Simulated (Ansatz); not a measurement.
# KRuCl3: relaxing a made-up structure

Starting from a made-up structure for KRuCl3, the aim is the relaxed cell, its shortest contacts and, where a second run follows, its electronic structure.

Main program and level: Ansatz 0.2.0; DFT, PBE, plane-wave PAW, files of the set soft_1, scalar-relativistic, no spin, cell and ions relaxed at zero pressure; PAW set soft_1.

**1. Set-up**

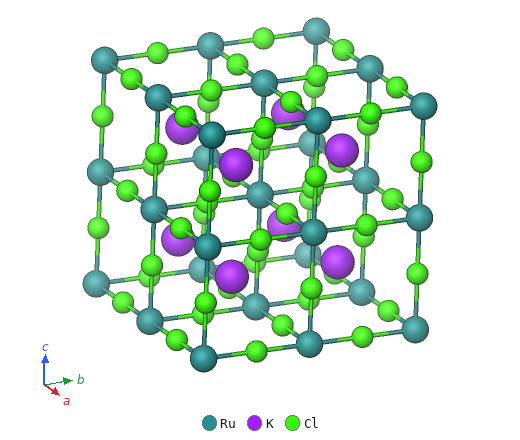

The cell as given, slightly off an axis (ruthenium teal, potassium purple, chlorine green). 2×2×2 cells are drawn. Some periodic images of atoms are drawn too.

**2. Relaxing cell and atoms**

The guess takes its coordinates from another compound and its volume from a rule, so the cell and any free coordinates are relaxed together.

input.yaml

```yaml
crystal:
  lattice:
    - [5.185, 0.0, 0.0]
    - [0.0, 5.185, 0.0]
    - [0.0, 0.0, 5.185]
  atoms:
    - { symbol: Ru, position: [0.0, 0.0, 0.0] }
    - { symbol: K, position: [0.5, 0.5, 0.5] }
    - { symbol: Cl, position: [0.5, 0.0, 0.0] }
    - { symbol: Cl, position: [0.0, 0.0, 0.5] }
    - { symbol: Cl, position: [0.0, 0.5, 0.0] }
kpoints:
  mp_grid: { grid: [5, 5, 5] }
scf:
  occupations: { method: fermi_dirac, width: 0.05 }
hamiltonian:
  xc: pbe
  pseudopotentials: { kind: paw, azcp: { folder: soft_1 } }
relax:
  f_tol: 0.015
  max_steps: 70
  cell: {}
output:
  forces: true
  stress: true
```

Launch:

```console
ansatz run input.yaml --threads 4 --pin off --max-ram 8192MiB --backend cpu --events-out ev --progress --plain --runs-dir out
```

Numbers of over 12 decimals in the logs are rounded to 6 here.

The log of the run:

```text
Engine: ansatz 0.2.0, x86_64-unknown-linux-gnu
Pseudopotentials: kind: paw
Pseudopotential: Ru, paw, valence charge 16, recommended cutoff 420 eV (normal), soft_1/Ru.paw.azcp
Pseudopotential: K, paw, valence charge 9, recommended cutoff 420 eV (normal), soft_1/K.paw.azcp
Pseudopotential: Cl, paw, valence charge 7, recommended cutoff 420 eV (normal), soft_1/Cl.paw.azcp
Functional definition: PBE
  parameter kappa = 0.804
  parameter beta = 0.066725
  exchange = pbe_x(kappa = kappa, mu = beta*pi^2/3)
  correlation = pbe_c(beta = beta)
Crystal: 5 atoms, lattice volume = 139.395 Å³
Basis set: ecut = 420 eV, 2777 PW (Γ), exchange–correlation on 72×72×72 points (8 copies of the dense FFT grid, shifted against one another)
Bands: 28, of which v1, the nominal top of the filled ones, is band 23 counted from 1 (22 counted from 0)
Symmetry: 48 space group operations
Space group: Pm-3m (ITA 221), of the structure as read, at distance tolerance 5.2e-5 Å
k-points: 10 of 125
Non-local potential: Ru, projectors of the file, l = 0: 3, l = 1: 2, l = 2: 2, l = 3: 1
Non-local potential: K, projectors of the file, l = 0: 3, l = 1: 2, l = 2: 2
Non-local potential: Cl, projectors of the file, l = 0: 2, l = 1: 2, l = 2: 1
PAW form: soft (Blöchl's): semilocal exchange-correlation on the pseudo side does not see the compensation charge
PAW one-centre angular grid: Ru, 590 points (default); XC on 64 Gauss nodes
PAW one-centre angular grid: K, 110 points (default); XC on 64 Gauss nodes
PAW one-centre angular grid: Cl, 110 points (default); XC on 64 Gauss nodes
Initial density: superposition of atomic densities (chi_scale 0.1, normalization cell, long waves kept (reshape's long-wave potential 0.01 eV rms))
Initial wavefunctions: pseudopotential atomic-orbital guess
Functional: x = pbe(κ = 0.804, μ = 0.219515), c = pbe(β = 0.066725)
SCF iter   1: F=—  HF=-10660.029975 eV  |F-HF|=—  |Δ(HF+E_count)|=         —  Δρ=5.01e-2  dr2=3.45e0  ethr=3.10e-3  ⟨swp⟩=6.9  Hψ=1269  notcnv=0
preconditioner: auto → LDOS  [metal: Δε(μ)=0.100 eV  Ē_g=9.982 eV  σ=0.050 eV  W_gap=0.40  n_scr=26 (ndim 8)  ℏωp=18.9 eV  f_vac=0.020  D(μ)=9.56/eV (n_scr^D=92)  β→1.0]
SCF iter   2: F=—  HF=-10658.866497 eV  |F-HF|=—  |Δ(HF+E_count)|=    1.16e0  Δρ=2.42e-2  dr2=6.44e-1  ethr=3.10e-3  ⟨swp⟩=4.8  Hψ=650  notcnv=0  defer=1
SCF iter   3: F=—  HF=-10658.620665 eV  |F-HF|=—  |Δ(HF+E_count)|=   2.46e-1  Δρ=4.63e-3  dr2=6.04e-2  ethr=1.40e-3  ⟨swp⟩=3.3  Hψ=555  notcnv=0  defer=1
SCF iter   4: F=—  HF=-10658.613711 eV  |F-HF|=—  |Δ(HF+E_count)|=   6.95e-3  Δρ=3.30e-3  dr2=3.24e-2  ethr=1.31e-4  ⟨swp⟩=2.1  Hψ=452  notcnv=0  defer=1
SCF iter   5: F=—  HF=-10658.609124 eV  |F-HF|=—  |Δ(HF+E_count)|=   4.59e-3  Δρ=1.87e-3  dr2=8.33e-3  ethr=7.05e-5  ⟨swp⟩=1.4  Hψ=283  notcnv=0  defer=1
SCF iter   6: F=—  HF=-10658.607553 eV  |F-HF|=—  |Δ(HF+E_count)|=   1.57e-3  Δρ=2.14e-4  dr2=7.91e-5  ethr=1.81e-5  ⟨swp⟩=2.1  Hψ=402  notcnv=0  defer=1
SCF iter   7: F=—  HF=-10658.607809 eV  |F-HF|=—  |Δ(HF+E_count)|=   2.55e-4  Δρ=8.79e-5  dr2=8.11e-6  ethr=1.72e-7  ⟨swp⟩=2.6  Hψ=513  notcnv=0  defer=1
SCF iter   8: F=-10658.607808 eV  HF=-10658.607808 eV  |F-HF|=1.22e-7  |Δ(HF+E_count)|=   1.39e-6  Δρ=1.07e-5  dr2=9.07e-8  ethr=2.17e-10  ⟨swp⟩=4.2  Hψ=1425  notcnv=0
SCF 1 converged in 8 iterations: F = -10658.607808 eV  dr2 = 9.07e-8
  greatest PAW one-centre occupation: 0.999 electrons in one spin orbital (limit 2), on the Ru atom at site 0 (counted from 0), in its partial waves of l = 0
relax step   1: F+E_penalty+E_count = -10658.60780764 eV  Δ(F+E_penalty+E_count) = +0.000e0 eV  max|allowed force component| = 6.462e-30 eV/Å  Δτ_max = 0.0000 Å  P = -5.530 GPa  Ω = 139.395 Å³  (8 SCF iters, dr2 threshold 1.00e-7 eV, accepted)
Crystal: 5 atoms, lattice volume = 122.443 Å³
Basis set: ecut = 420 eV, 2373 PW (Γ), exchange–correlation on 72×72×72 points (8 copies of the dense FFT grid, shifted against one another)
Initial density: handed on by an earlier stage of this run
Initial wavefunctions: those handed on with the density
iter 1 solved again at ethr=6.88e-5 eV; its pass at ethr=3.10e-3 eV (dr2=3.17e-2 eV) is discarded
SCF iter   1: F=—  HF=-10659.044638 eV  |F-HF|=—  |Δ(HF+E_count)|=         —  Δρ=4.10e-3  dr2=3.08e-2  ethr=6.88e-5  ⟨swp⟩=2.0  Hψ=1624  notcnv=0
preconditioner: auto → LDOS  [metal: Δε(μ)=0.101 eV  Ē_g=10.797 eV  σ=0.050 eV  W_gap=0.45  n_scr=26 (ndim 8)  ℏωp=20.1 eV  f_vac=0.048  D(μ)=5.74/eV (n_scr^D=56)  β→1.0]
SCF iter   2: F=—  HF=-10659.036776 eV  |F-HF|=—  |Δ(HF+E_count)|=   7.86e-3  Δρ=2.24e-3  dr2=7.09e-3  ethr=6.70e-5  ⟨swp⟩=3.7  Hψ=589  notcnv=0
SCF iter   3: F=—  HF=-10659.034467 eV  |F-HF|=—  |Δ(HF+E_count)|=   2.31e-3  Δρ=8.51e-4  dr2=1.69e-3  ethr=1.54e-5  ⟨swp⟩=2.4  Hψ=532  notcnv=0
SCF iter   4: F=—  HF=-10659.034209 eV  |F-HF|=—  |Δ(HF+E_count)|=   2.58e-4  Δρ=5.21e-4  dr2=6.67e-4  ethr=3.66e-6  ⟨swp⟩=2.0  Hψ=308  notcnv=0
SCF iter   5: F=—  HF=-10659.034090 eV  |F-HF|=—  |Δ(HF+E_count)|=   1.19e-4  Δρ=1.42e-4  dr2=2.86e-5  ethr=1.45e-6  ⟨swp⟩=2.0  Hψ=367  notcnv=0
SCF iter   6: F=—  HF=-10659.034255 eV  |F-HF|=—  |Δ(HF+E_count)|=   1.65e-4  Δρ=1.74e-5  dr2=4.05e-7  ethr=1.09e-9  ⟨swp⟩=4.1  Hψ=1389  notcnv=0
SCF iter   7: F=-10659.034255 eV  HF=-10659.034255 eV  |F-HF|=1.23e-8  |Δ(HF+E_count)|=   2.09e-7  Δρ=3.87e-6  dr2=2.40e-8  ethr=8.81e-10  ⟨swp⟩=3.0  Hψ=1140  notcnv=0
SCF 2 converged in 7 iterations: F = -10659.034255 eV  dr2 = 2.40e-8
relax step   2: F+E_penalty+E_count = -10659.03425479 eV  Δ(F+E_penalty+E_count) = -4.264e-1 eV  max|allowed force component| = 4.168e-30 eV/Å  Δτ_max = 0.0000 Å  P = -1.976 GPa  Ω = 122.443 Å³  energy of the carried Pulay correction = +1.603e-3 eV  (7 SCF iters, dr2 threshold 5.00e-7 eV, accepted)
Crystal: 5 atoms, lattice volume = 114.702 Å³
Basis set: ecut = 420 eV, 2205 PW (Γ), exchange–correlation on 72×72×72 points (8 copies of the dense FFT grid, shifted against one another)
iter 1 solved again at ethr=1.44e-5 eV; its pass at ethr=3.10e-3 eV (dr2=6.62e-3 eV) is discarded
SCF iter   1: F=—  HF=-10659.064745 eV  |F-HF|=—  |Δ(HF+E_count)|=         —  Δρ=2.03e-3  dr2=6.14e-3  ethr=1.44e-5  ⟨swp⟩=2.2  Hψ=1605  notcnv=0
preconditioner: auto → LDOS  [metal: Δε(μ)=0.072 eV  Ē_g=11.093 eV  σ=0.050 eV  W_gap=0.31  n_scr=26 (ndim 8)  ℏωp=20.8 eV  f_vac=0.034  D(μ)=5.02/eV (n_scr^D=32)  β→1.0]
SCF iter   2: F=—  HF=-10659.063318 eV  |F-HF|=—  |Δ(HF+E_count)|=   1.43e-3  Δρ=1.07e-3  dr2=1.41e-3  ethr=1.33e-5  ⟨swp⟩=2.9  Hψ=531  notcnv=0
SCF iter   3: F=—  HF=-10659.062805 eV  |F-HF|=—  |Δ(HF+E_count)|=   5.13e-4  Δρ=3.39e-4  dr2=2.29e-4  ethr=3.07e-6  ⟨swp⟩=2.0  Hψ=519  notcnv=0
SCF iter   4: F=—  HF=-10659.062867 eV  |F-HF|=—  |Δ(HF+E_count)|=   6.24e-5  Δρ=1.91e-4  dr2=8.38e-5  ethr=4.99e-7  ⟨swp⟩=2.0  Hψ=310  notcnv=0
SCF iter   5: F=—  HF=-10659.062852 eV  |F-HF|=—  |Δ(HF+E_count)|=   1.56e-5  Δρ=4.64e-5  dr2=3.01e-6  ethr=1.82e-7  ⟨swp⟩=2.0  Hψ=358  notcnv=0
SCF iter   6: F=-10659.062851 eV  HF=-10659.062851 eV  |F-HF|=4.88e-8  |Δ(HF+E_count)|=   5.76e-7  Δρ=8.58e-6  dr2=1.08e-7  ethr=1.09e-9  ⟨swp⟩=5.0  Hψ=1101  notcnv=0
SCF 3 converged in 6 iterations: F = -10659.062851 eV  dr2 = 1.08e-7
relax step   3: F+E_penalty+E_count = -10659.06285115 eV  Δ(F+E_penalty+E_count) = -2.860e-2 eV  max|allowed force component| = 7.300e-30 eV/Å  Δτ_max = 0.0000 Å  P = +1.021 GPa  Ω = 114.702 Å³  energy of the carried Pulay correction = +2.407e-3 eV  (6 SCF iters, dr2 threshold 5.00e-7 eV, accepted)
Crystal: 5 atoms, lattice volume = 117.227 Å³
Basis set: ecut = 420 eV, 2301 PW (Γ), exchange–correlation on 72×72×72 points (8 copies of the dense FFT grid, shifted against one another)
iter 1 solved again at ethr=1.58e-6 eV; its pass at ethr=3.10e-3 eV (dr2=7.26e-4 eV) is discarded
SCF iter   1: F=—  HF=-10659.069822 eV  |F-HF|=—  |Δ(HF+E_count)|=         —  Δρ=6.74e-4  dr2=6.72e-4  ethr=1.58e-6  ⟨swp⟩=2.0  Hψ=1556  notcnv=0
preconditioner: auto → LDOS  [metal: Δε(μ)=0.083 eV  Ē_g=11.007 eV  σ=0.050 eV  W_gap=0.36  n_scr=26 (ndim 8)  ℏωp=20.6 eV  f_vac=0.046  D(μ)=5.13/eV (n_scr^D=32)  β→1.0]
SCF iter   2: F=—  HF=-10659.069678 eV  |F-HF|=—  |Δ(HF+E_count)|=   1.44e-4  Δρ=3.49e-4  dr2=1.55e-4  ethr=1.46e-6  ⟨swp⟩=2.0  Hψ=484  notcnv=0
SCF iter   3: F=—  HF=-10659.069752 eV  |F-HF|=—  |Δ(HF+E_count)|=   7.42e-5  Δρ=1.12e-4  dr2=2.52e-5  ethr=3.36e-7  ⟨swp⟩=2.4  Hψ=422  notcnv=0
SCF iter   4: F=—  HF=-10659.069748 eV  |F-HF|=—  |Δ(HF+E_count)|=   3.86e-6  Δρ=6.15e-5  dr2=9.08e-6  ethr=5.47e-8  ⟨swp⟩=2.0  Hψ=310  notcnv=0
SCF iter   5: F=-10659.069746 eV  HF=-10659.069746 eV  |F-HF|=2.28e-7  |Δ(HF+E_count)|=   1.60e-6  Δρ=1.37e-5  dr2=3.05e-7  ethr=1.09e-9  ⟨swp⟩=4.0  Hψ=1205  notcnv=0
SCF 4 converged in 5 iterations: F = -10659.069746 eV  dr2 = 3.05e-7
relax step   4: F+E_penalty+E_count = -10659.06974620 eV  Δ(F+E_penalty+E_count) = -6.895e-3 eV  max|allowed force component| = 1.153e-29 eV/Å  Δτ_max = 0.0000 Å  P = -0.088 GPa  Ω = 117.227 Å³  energy of the carried Pulay correction = +2.140e-3 eV  (5 SCF iters, dr2 threshold 5.00e-7 eV, accepted)
Crystal: 5 atoms, lattice volume = 117.022 Å³
iter 1 solved again at ethr=1.88e-8 eV; its pass at ethr=3.10e-3 eV (dr2=8.67e-6 eV) is discarded
SCF iter   1: F=—  HF=-10659.069704 eV  |F-HF|=—  |Δ(HF+E_count)|=         —  Δρ=5.12e-5  dr2=3.72e-6  ethr=1.88e-8  ⟨swp⟩=3.1  Hψ=1459  notcnv=0
preconditioner: auto → LDOS  [metal: Δε(μ)=0.082 eV  Ē_g=11.012 eV  σ=0.050 eV  W_gap=0.36  n_scr=26 (ndim 8)  ℏωp=20.6 eV  f_vac=0.043  D(μ)=5.13/eV (n_scr^D=32)  β→1.0]
SCF iter   2: F=—  HF=-10659.069827 eV  |F-HF|=—  |Δ(HF+E_count)|=   1.23e-4  Δρ=2.54e-5  dr2=7.63e-7  ethr=8.08e-9  ⟨swp⟩=2.0  Hψ=466  notcnv=0
SCF iter   3: F=—  HF=-10659.069827 eV  |F-HF|=—  |Δ(HF+E_count)|=   3.14e-7  Δρ=5.38e-6  dr2=3.44e-8  ethr=1.66e-9  ⟨swp⟩=2.0  Hψ=432  notcnv=0
SCF iter   4: F=-10659.069827 eV  HF=-10659.069827 eV  |F-HF|=6.02e-9  |Δ(HF+E_count)|=   5.75e-9  Δρ=1.80e-6  dr2=7.21e-9  ethr=4.24e-11  ⟨swp⟩=4.0  Hψ=948  notcnv=0
SCF 5 converged in 4 iterations: F = -10659.069827 eV  dr2 = 7.21e-9
relax step   5: F+E_penalty+E_count = -10659.06982671 eV  Δ(F+E_penalty+E_count) = -8.052e-5 eV  max|allowed force component| = 5.312e-30 eV/Å  Δτ_max = 0.0000 Å  P = -0.003 GPa  Ω = 117.022 Å³  energy of the carried Pulay correction = +2.161e-3 eV  (4 SCF iters, dr2 threshold 1.95e-8 eV, accepted)
Initial wavefunctions: pseudopotential atomic-orbital guess (no wavefunctions were taken with the density)
iter 1 solved again at ethr=4.92e-7 eV; its pass at ethr=3.10e-3 eV (dr2=2.26e-4 eV) is discarded
SCF iter   1: F=—  HF=-10659.067619 eV  |F-HF|=—  |Δ(HF+E_count)|=         —  Δρ=1.64e-4  dr2=4.71e-6  ethr=4.92e-7  ⟨swp⟩=3.3  Hψ=2094  notcnv=0
preconditioner: auto → LDOS  [metal: Δε(μ)=0.082 eV  Ē_g=11.013 eV  σ=0.050 eV  W_gap=0.36  n_scr=26 (ndim 8)  ℏωp=20.6 eV  f_vac=0.043  D(μ)=5.13/eV (n_scr^D=32)  β→1.0]
SCF iter   2: F=—  HF=-10659.067764 eV  |F-HF|=—  |Δ(HF+E_count)|=   1.45e-4  Δρ=3.09e-5  dr2=5.74e-7  ethr=1.02e-8  ⟨swp⟩=2.0  Hψ=517  notcnv=0
SCF iter   3: F=—  HF=-10659.067759 eV  |F-HF|=—  |Δ(HF+E_count)|=   5.07e-6  Δρ=6.90e-6  dr2=3.91e-8  ethr=1.25e-9  ⟨swp⟩=2.0  Hψ=517  notcnv=0
SCF iter   4: F=—  HF=-10659.067759 eV  |F-HF|=—  |Δ(HF+E_count)|=  7.29e-10  Δρ=1.83e-6  dr2=5.61e-9  ethr=8.50e-11  ⟨swp⟩=2.0  Hψ=499  notcnv=0
SCF iter   5: F=—  HF=-10659.067759 eV  |F-HF|=—  |Δ(HF+E_count)|=  5.69e-10  Δρ=8.61e-7  dr2=1.48e-9  ethr=1.22e-11  ⟨swp⟩=1.8  Hψ=304  notcnv=0
SCF iter   6: F=—  HF=-10659.067759 eV  |F-HF|=—  |Δ(HF+E_count)|=  2.73e-10  Δρ=2.52e-7  dr2=8.41e-11  ethr=3.22e-12  ⟨swp⟩=2.7  Hψ=440  notcnv=0
SCF iter   7: F=-10659.067759 eV  HF=-10659.067759 eV  |F-HF|=0.00e0  |Δ(HF+E_count)|=  2.73e-11  Δρ=2.45e-8  dr2=3.99e-13  ethr=1.00e-12  ⟨swp⟩=4.8  Hψ=974  notcnv=0
SCF 6 converged in 7 iterations: F = -10659.067759 eV  dr2 = 3.99e-13
relax step   6: F+E_penalty+E_count = -10659.06775902 eV  Δ(F+E_penalty+E_count) = +2.068e-3 eV  max|allowed force component| = 4.960e-30 eV/Å  Δτ_max = 0.0000 Å  P = -0.006 GPa  Ω = 117.022 Å³  stress off target by 5.67e-3 GPa  SCF on the basis re-selected at this cell (its energy is not comparable with the rows above)  (7 SCF iters)
basis re-selected at this cell: Δ(F+E_penalty+E_count) = +2.068e-3 eV, ΔP = -0.002 GPa vs the last step (what re-selecting the basis moved, of the pressure what is left beyond the Pulay correction that the steps carried, after the strain that the cell walked since its last selection, with what the two solves' SCF thresholds leave and, on support functions, any second-order correction that the steps lacked; it is no m [...]
SCF converged after 7 iterations
Free energy (F): -10659.067759 eV
Harris-Foulkes:  -10659.067759 eV  (|F-HF|=0.00e0)
Internal energy: -10659.021009 eV  (E = F + TS)
E sigma→0 (E₀):  -10659.044384 eV
Entropy (-TS):   -0.046750 eV (-9.350 meV/atom)
Fermi energy:    6.440711 eV
--- Per-component energies (eV) ---
  E_band       = -414.340422
  E_kinetic    = 1175.056028
  E_local      = -3814.913766  (includes V_loc(G=0)·N_el)
  E_nonlocal   = 525.115005
  E_hartree    = 1378.304037
  E_xc         = -626.466104
  E_vxc        = -728.011205  (∫ρ·V_xc dr)
  E_paw        = -6263.664663  (= ΣΔE_a)
  E_vpaw       = -328.195575  (= ΣTr[D̂ρ^β])
  E_aug_tail   = 0.001030  (compensation charges beyond the density's cutoff)
  E_ewald      = -3032.452577
  E_smearing   = -0.046750  (= −TS)
  E_closure    = -0.000000  (closes the sum)
  Σ components = -10659.067759   (vs F -10659.067759, Δ=0.00e0)
--- Forces (eV/Å), atoms counted from 1 ---
  atom   1  Ru    -0.00000000     0.00000000    -0.00000000
  atom   2  K      0.00000000    -0.00000000    -0.00000000
  atom   3  Cl     0.00000000     0.00000000    -0.00000000
  atom   4  Cl    -0.00000000    -0.00000000     0.00000000
  atom   5  Cl    -0.00000000    -0.00000000     0.00000000
  max |Σ_I F_I| component: 4.13e-30 eV/Å
--- Stress (GPa, compression-positive) ---
       -0.005671      -0.000000       0.000000
       -0.000000      -0.005671      -0.000000
        0.000000      -0.000000      -0.005671
  P = ⅓ Tr σ = -0.0057 GPa (-0.057 kbar)
--- Relaxed structure (5 steps of the walk, 5 accepted, 1 SCFs on fresh bases) ---
  F+E_penalty+E_count = -10659.06775902 eV   max|allowed force component| = 4.960e-30 eV/Å   (the final SCF, on the basis selected at the relaxed cell)
  cell:  # Å, volume = 117.0220 Å³
    - [4.891280, 0, 0]
    - [0, 4.891280, 0]
    - [0, 0, 4.891280]
  atoms:
    - { symbol: Ru, position: [0, 0, 0] }
    - { symbol: K, position: [0.5, 0.5, 0.5] }
    - { symbol: Cl, position: [0.5, 0, 0] }
    - { symbol: Cl, position: [0, 0, 0.5] }
    - { symbol: Cl, position: [0, 0.5, 0] }
```

It took 8.5 s on 4 threads of Intel Xeon Platinum 8259CL at 2.50GHz (Skylake/Cascade Lake), shared host; peak memory 0.49 GiB; 19 s of CPU time.

This run has no spin polarisation, although Ru can carry a moment.

Step by step:

| step | energy less that of the first step (eV) | largest force component (eV/Å) | pressure (GPa) | volume (Å³) |
| --- | --- | --- | --- | --- |
| 1 | 0.0000 | 0.0000 | -5.53 | 139.39 |
| 2 | -0.4264 | 0.0000 | -1.98 | 122.44 |
| 3 | -0.4550 | 0.0000 | 1.02 | 114.70 |
| 4 | -0.4619 | 0.0000 | -0.09 | 117.23 |
| 5 | -0.4620 | 0.0000 | 0.00 | 117.02 |
| 6* | -0.4600 | 0.0000 | -0.01 | 117.02 |

Relaxation steps marked * repeat the geometry before them on a plane-wave basis chosen anew for their cell, so energy and pressure can jump there.

Forces are held to the 48 operations that the run works with; a distortion that breaks them can't arise in this run.

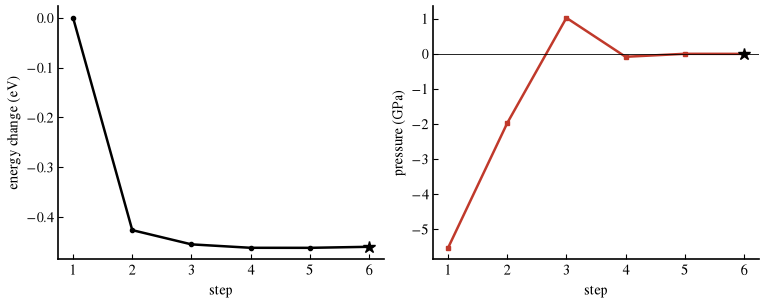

Energy and pressure along the relaxation. Stars mark steps on a basis chosen anew.

| conventional cell, symmetrised | before | after | change |
| --- | --- | --- | --- |
| a (Å) | 5.185 | 4.891 | -5.7 % |
| b (Å) | 5.185 | 4.891 | -5.7 % |
| c (Å) | 5.185 | 4.891 | -5.7 % |
| volume (Å³/atom) | 27.88 | 23.40 | -16.0 % |

Final coordinates:

```xyz
5
Lattice="4.8913 0.0000 0.0000 0.0000 4.8913 0.0000 0.0000 0.0000 4.8913" Properties=species:S:1:pos:R:3 pbc="T T T"
Ru    0.0000    0.0000    0.0000
K     2.4456    2.4456    2.4456
Cl    2.4456    0.0000    0.0000
Cl    0.0000    0.0000    2.4456
Cl    0.0000    2.4456    0.0000
```

Numbers from this step:

| Item | Value |
| --- | --- |
| free energy | -10659.0678 eV |
| energy at zero smearing | -10659.0444 eV |
| smearing term TS | 0.04675 eV |
| Fermi energy | 6.441 eV |
| electrons | 46 |
| symmetry operations | 48 |
| pressure | -0.005671 GPa |

Shortest distances by pair of elements, guess and relaxed (not always the same contact):

| pair | guess (Å) | relaxed (Å) |
| --- | --- | --- |
| Cl–Ru | 2.592 | 2.446 |
| Cl–K | 3.666 | 3.459 |
| Cl–Cl | 3.666 | 3.459 |
| K–Ru | 4.490 | 4.236 |
| Ru–Ru | 5.185 | 4.891 |

The relaxation ends with a pressure of -0.01 GPa.

**3. Results**

```json
{
 "space group, relaxed": "Pm-3m",
 "conventional cell": "a = 4.891, b = 4.891, c = 4.891 Å; α = 90.0°, β = 90.0°, γ = 90.0°",
 "volume per atom": "23.40 Å³ (guess 27.88)"
}
```

**Reading.** KRuCl3 relaxes to Pm-3m with a = 4.891, b = 4.891 and c = 4.891 Å. The guessed volume was 19 % too large. The space group Pm-3m was held in the relaxation, so the end point is a stationary structure within it and may be a saddle against distortions or other arrangements. Mesh and cutoff weren't tested. No dispersion term is used, so weakly bound directions may come out too long. The runs have no spin, and magnetism wasn't tested. Nothing here tests whether the compound is stable against decomposition.

[Logs are printed without paths, hosts, clocks, repeated set-up lines and the standing remarks that a program may print on its own settings, such as how far it seeks lower states.]

[Hosts, paths, dates, database ids (printed as entryN), source tags and the programs' standing remarks are cut or masked in the printed files.]
